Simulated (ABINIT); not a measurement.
# InP (F-43m): G0W0 in ABINIT against the bands in the screening, part 2 of 2

Wanted: the cheapest bands in the screening that holds the gap of InP (F-43m).

ABINIT 10.8.3; PBE and many-body steps on it, plane waves. Known limits of the many-body steps: not at the basis limit; exchange with frozen shells missing; mesh may overstate the screening; no spin-orbit coupling; coarse k mesh.

So far. Step 2 (Screening, 4×4×4 mesh, 17 bands, screening to 163.3 eV): Local fields lower ε∞ by 6 %. On a Γ-centred mesh this coarse the value itself is usually too large, while a short band sum pulls it down. Step 5 (27 bands): The gap on the mesh goes from 0.71 eV to 1.06 eV, a correction of +0.35 eV.

The database entry behind the starting cell differs from later determinations by our own check (0.1 to 0.3 % short, probably kX units), so it need not match the best structure at ambient conditions.

## Step 7: 90 bands

This step: G0W0 on PBE, plane waves, norm-conserving pseudopotentials.

File run.abi:

```
acell 3*1.0 Angstrom
rprim 
  -0.000000000000 2.930500000000 2.930500000000
  2.930500000000 -0.000000000000 2.930500000000
  2.930500000000 2.930500000000 -0.000000000000
ntypat 2
znucl 49 15
natom 2
typat 1 2
xred 
  0.000000000000 0.000000000000 0.000000000000
  0.250000000000 0.250000000000 0.250000000000
pp_dirpath "pseudos"
pseudos "In.upf, P.upf"
ecut 31
ngkpt 4 4 4
nshiftk 1
shiftk 0 0 0
kptopt 1
chksymbreak 0
istwfk *1
occopt 1
irdwfk 1
optdriver 4
nband 90
gwcalctyp 0
ecutsigx 31
symsigma 1
nkptgw 1
kptgw 
  0.0000000000 0.0000000000 0.0000000000
bdgw 
  7 13
ecuteps 6
irdscr 1
ppmodel 1
indata_prefix "in"
outdata_prefix "out"
tmpdata_prefix "tmp"
```

On the command line:

```console
OMP_NUM_THREADS=1 mpirun -n 4 abinit run.abi > log
```

Output:

```text
.Version 10.8.3 of ABINIT. v10.8.2 released Aug 2026.

 Symmetries : space group F-4 3 m (#216); Bravais cF (face-center cubic)
[... echo of the input left out ...]
== DATASET  1 ==================================================================
-   mpi_nproc: 4, omp_nthreads: 1 (-1 if OMP is not activated)

--- !DatasetInfo
iteration_state: {dtset: 1, }
dimensions: {natom: 2, nkpt: 8, mband: 90, nsppol: 1, nspinor: 1, nspden: 1, mpw: 2826, }
cutoff_energies: {ecut:  31.0, pawecutdg:  -1.0, }
[...]
11   8.562 -10.216  -6.368  -3.927   0.789  -0.267 -10.278  -0.062   8.499
       12   8.562 -10.216  -6.368  -3.927   0.789  -0.267 -10.278  -0.062   8.499
       13   8.562 -10.216  -6.368  -3.927   0.789  -0.267 -10.278  -0.062   8.499

== END DATASET(S) ==============================================================
================================================================================

 -outvars: echo values of variables after computation  --------
           etotal      0.0000000000E+00
            nband          90
             nkpt           8
          spgroup         216
 [... the other variables as echoed above ...]

 Calculation completed.
```

It took 7.1 s on 4 MPI ranks of Arm Neoverse V1, shared host; peak memory 0.72 GiB.

Numbers from this step:

| Quantity | Value |
| --- | --- |
| G0W0 gap on the points computed | 1.004 eV |
| starting gap on the mesh | 0.7094 eV |
| k of the valence top | 0, 0, 0 |
| k of the conduction bottom | 0, 0, 0 |
| least direct G0W0 gap on the computed points | 1.004 eV |

Against the run before, the gap moves by −0.052 eV.

## Step 8: Screening, 4×4×4 mesh, 198 bands, screening to 163.3 eV

This step: RPA screening on PBE, plane waves, norm-conserving pseudopotentials.

Changes to run.abi since step 7:

```diff
@@ -23,15 +23,8 @@
 irdwfk 1
-optdriver 4
-nband 90
-gwcalctyp 0
-ecutsigx 31
-symsigma 1
-nkptgw 1
-kptgw 
-  0.0000000000 0.0000000000 0.0000000000
-bdgw 
-  7 13
+optdriver 3
+nband 198
 ecuteps 6
-irdscr 1
-ppmodel 1
+inclvkb 2
+awtr 1
+symchi 1
 indata_prefix "in"
```

Output:

```text
.Version 10.8.3 of ABINIT. v10.8.2 released Aug 2026.

 Symmetries : space group F-4 3 m (#216); Bravais cF (face-center cubic)
[... echo of the input left out ...]
== DATASET  1 ==================================================================
-   mpi_nproc: 4, omp_nthreads: 1 (-1 if OMP is not activated)

--- !DatasetInfo
iteration_state: {dtset: 1, }
dimensions: {natom: 2, nkpt: 8, mband: 198, nsppol: 1, nspinor: 1, nspden: 1, mpw: 2826, }
cutoff_energies: {ecut:  31.0, pawecutdg:  -1.0, }
[...]
--------------------------------------------------------------------------------
[... chi0 elements left out ...]
 For q-point:  0.000010 0.000020 0.000030
  dielectric constant =  42.8070
  dielectric constant without local fields =  45.2187

  Average fulfillment of the sum rule on Im[epsilon] for q-point    1 :    117.64  [%]
[... wings left out ...]
  q-point number  2        q = ( 0.250000, 0.000000, 0.000000) [r.l.u.]
--------------------------------------------------------------------------------
[... chi0 elements left out ...]
  Average fulfillment of the sum rule on Im[epsilon] for q-point    2 :    140.26  [%]

 [... 6 further q-points ...]
```

Elapsed: 50 s, on 4 MPI ranks; peak memory 1.2 GiB.

Numbers from this step:

```yaml
eps_infinity_with_local_fields_on_this_mesh_along_the_program_s_q_direction: 42.81
the_same_without_local_fields: 45.22
plasma_frequency: 22.21 eV
plane_waves_in_the_screening_matrix: 259
```

## Step 9: 198 bands

This step: G0W0 on PBE, plane waves, norm-conserving pseudopotentials.

Changes to run.abi since step 8:

```diff
@@ -23,8 +23,15 @@
 irdwfk 1
-optdriver 3
-nband 198
+optdriver 4
+nband 90
+gwcalctyp 0
+ecutsigx 31
+symsigma 1
+nkptgw 1
+kptgw 
+  0.0000000000 0.0000000000 0.0000000000
+bdgw 
+  7 13
 ecuteps 6
-inclvkb 2
-awtr 1
-symchi 1
+irdscr 1
+ppmodel 1
 indata_prefix "in"
```

Output:

```text
.Version 10.8.3 of ABINIT. v10.8.2 released Aug 2026.

 Symmetries : space group F-4 3 m (#216); Bravais cF (face-center cubic)
[... echo of the input left out ...]
== DATASET  1 ==================================================================
-   mpi_nproc: 4, omp_nthreads: 1 (-1 if OMP is not activated)

--- !DatasetInfo
iteration_state: {dtset: 1, }
dimensions: {natom: 2, nkpt: 8, mband: 90, nsppol: 1, nspinor: 1, nspden: 1, mpw: 2826, }
cutoff_energies: {ecut:  31.0, pawecutdg:  -1.0, }
[...]
11   8.562 -10.216  -6.368  -3.981   0.790  -0.266 -10.321  -0.105   8.456
       12   8.562 -10.216  -6.368  -3.981   0.790  -0.266 -10.321  -0.105   8.456
       13   8.562 -10.216  -6.368  -3.981   0.790  -0.266 -10.321  -0.105   8.456

== END DATASET(S) ==============================================================
================================================================================

 -outvars: echo values of variables after computation  --------
           etotal      0.0000000000E+00
            nband          90
             nkpt           8
          spgroup         216
 [... the other variables as echoed above ...]

 Calculation completed.
```

Run time: 7.1 s. Hardware: 4 MPI ranks; peak memory 0.72 GiB; 28 s of CPU time.

This step gave:

```yaml
g0w0_gap_on_the_points_computed: 1.001 eV
starting_gap_on_the_mesh: 0.7094 eV
k_of_the_valence_top: 0, 0, 0
k_of_the_conduction_bottom: 0, 0, 0
least_direct_g0w0_gap_on_the_computed_points: 1.001 eV
```

Against the run before, the gap moves by −0.003 eV.

## Step 10: The runs together

Times are wall times on 4 MPI ranks of Arm Neoverse V1, shared host, good to a factor of about two. A run's time includes the screening step that it read.

```tsv
run	mesh	bands	screening cutoff (eV)	DFT gap (eV)	gap on the mesh (eV)	direct (eV)	ε∞ used	time
17 bands	4×4×4	90	163.3	0.709	1.129	1.129	42.14	12 s
27 bands	4×4×4	90	163.3	0.709	1.056	1.056	42.38	15 s
90 bands	4×4×4	90	163.3	0.709	1.004	1.004	42.78	30 s
198 bands	4×4×4	90	163.3	0.709	1.001	1.001	42.81	57 s
```

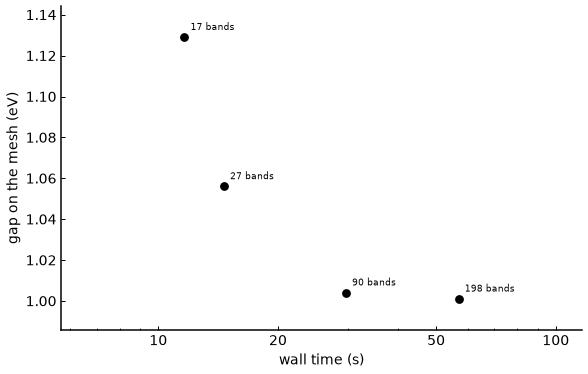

Result against wall time.

## Step 11: Summary of results

- 17 bands: 1.129 eV
- 27 bands: 1.056 eV
- 90 bands: 1.004 eV
- 198 bands: 1.001 eV
- known limits: not at the basis limit; exchange with frozen shells missing; mesh may overstate the screening; no spin-orbit coupling; coarse k mesh

What this shows: The setting moved: bands in the screening. From 17 bands to 198 bands the gap moves by −0.13 eV, for 4.9 times the time. It holds to 0.03 eV from 90 bands on. Bands and screening cutoff are coupled, so a series along one setting does not show full convergence. Bands and cutoff are finite, so the gap is not at the basis limit. The miss can reach some tenths of an eV and take either sign; the mesh is an error of its own. In the G0W0 runs levels were corrected at 1 k point alone, so a gap called «on the mesh» is the least over those, and an edge elsewhere would be missed. The 4×4×4 mesh is coarse for this cell, which bears on the long-range parts of exchange and screening. The norm-conserving file of at least one element keeps a d shell over frozen s and p shells of the same row. Exchange with those shells is missing from the self-energy, an error of 0.3 to 0.9 eV in cases checked, whose sign depends on which edge lies on those atoms. For the PBE start: The RPA ε∞ on this mesh reaches over 25; with a narrow direct gap a coarse mesh can overstate it, and the correction is then too small. The many-body steps are scalar-relativistic: spin-orbit coupling is not in them.

[Paths, hosts, dates, memory and timing lines, banners, echoed tables and standing remarks are left out of the program output.]

[Logs are printed without paths, hosts, clocks, repeated set-up lines and the standing remarks that a program may print on its own settings, such as how far it seeks lower states.]

[Runs of the session that timed out or met a known fault of the program may be left out.]

[Hosts, paths, dates, database ids (printed as entryN), source tags and the programs' standing remarks are cut or masked in the printed files.]

[G0W0 gaps are taken among the corrected bands and points alone; a level outside them can change the order at an edge.]

[Where Ansatz stands beside ABINIT at settings called matched, ABINIT's density can come from a denser mesh and the files from another edition; pairs whose starting gaps differed by over 0.03 eV were left out, so agreement reads better than it is.]
